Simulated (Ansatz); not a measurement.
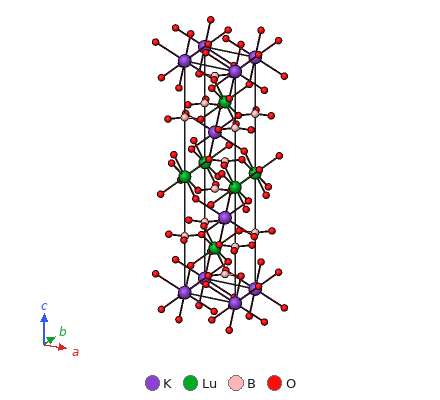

The structure; the drawing may span several cells.

Structure (in its standard cell), coordinates from a relaxation (final pressure about 5.5 GPa) with Ansatz, DFT, PAW plane waves, r2scan; the starting structure was generated, so it need not be a known form of this composition:

```
K Lu B O
1.0
     5.14753    0.00000    0.00000
    -2.57377    4.45789    0.00000
     0.00000    0.00000   16.79898
K Lu B O
3 3 6 18
Cartesian
  0.0000 0.0000 0.0000
  2.5738 1.4860 5.5997
  0.0000 2.9719 11.1993
  0.0000 2.9719 2.7998
  0.0000 0.0000 8.3995
  2.5738 1.4860 13.9992
  2.5738 1.4860 1.5126
  0.0000 0.0000 4.0870
  0.0000 2.9719 7.1123
  2.5738 1.4860 9.6867
  0.0000 0.0000 12.7119
  0.0000 2.9719 15.2864
  3.8857 1.7984 1.5153
  1.6473 2.4659 1.5153
  2.1884 0.1936 1.5153
  1.2619 4.1455 4.0843
  -1.6473 3.4780 4.0843
  0.3854 1.2923 4.0843
  1.3119 3.2844 7.1150
  -0.9265 3.9518 7.1150
  -0.3854 1.6796 7.1150
  1.2619 1.1735 9.6840
  3.5003 0.5060 9.6840
  2.9591 2.7783 9.6840
  1.3119 0.3124 12.7146
  4.2210 0.9799 12.7146
  2.1884 3.1655 12.7146
  -1.3119 2.6595 15.2837
  0.9265 1.9920 15.2837
  0.3854 4.2643 15.2837
```

Question: What does the kinematic electron diffraction pattern along [130] look like at 300 kV (B = 0.5 Å²)?

Answer: The spots form an oblique net whose two shortest vectors correspond to d = 5.60 Å and 1.68 Å, 84.3° apart. They are 0 0 3 and 3 -1 1. The pattern has symmetry 2. The lattice centring (R) removes all reflections that break −h + k + l = 3n.

Strongest reflections with d > 0.80 Å, one of each family (|F|² from tabulated Gaussian fits of the electron scattering factors, times a small damping for the curvature of the Ewald sphere):

| hkl | d (Å) | I (strongest = 100) |
| --- | --- | --- |
| 0 0 12 | 1.400 | 100 |
| 3 -1 -2 | 1.652 | 55 |
| 0 0 3 | 5.600 | 40 |
| 3 -1 1 | 1.677 | 40 |
| 3 -1 4 | 1.564 | 30 |
| 3 -1 -14 | 0.977 | 21 |

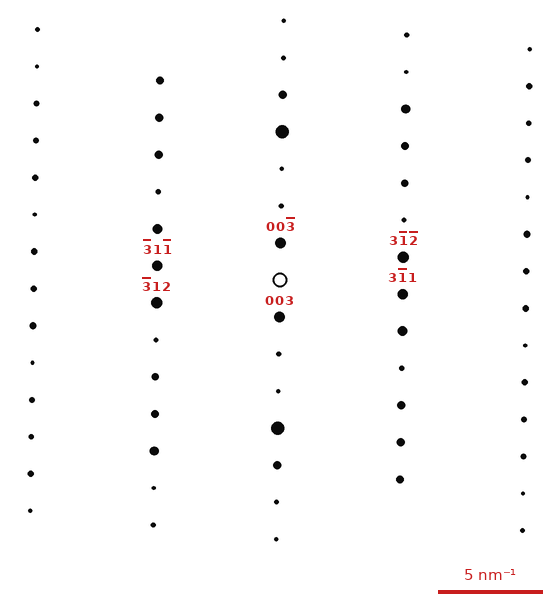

Calculated pattern, seen from the source side with [130] pointing towards the source.
